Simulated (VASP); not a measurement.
Band structure of NaF (rock salt). Computed with PBE GGA with D3 dispersion (Becke-Johnson damping), VASP's PBE PAW potentials (set 64) (plane waves; VASP).

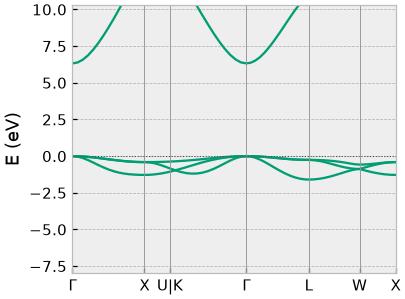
Fig. 1. Bands along high-symmetry lines, zero at the valence-band maximum or, without a gap, the Fermi level

Task: Read the plot: is there a gap, and where are the band edges?

Result: The gap is direct, 6.32 eV, from the valence maximum at Γ to the conduction minimum at Γ. (Edges off the drawn lines would not show.)

Measured: gap 11.70 eV (computed value off by -5.38 eV), as given by David Koller et al., Journal of Physics Condensed Matter (2013), arXiv:1304.4470.

The compound is NaF in the rock salt structure. It was relaxed first.
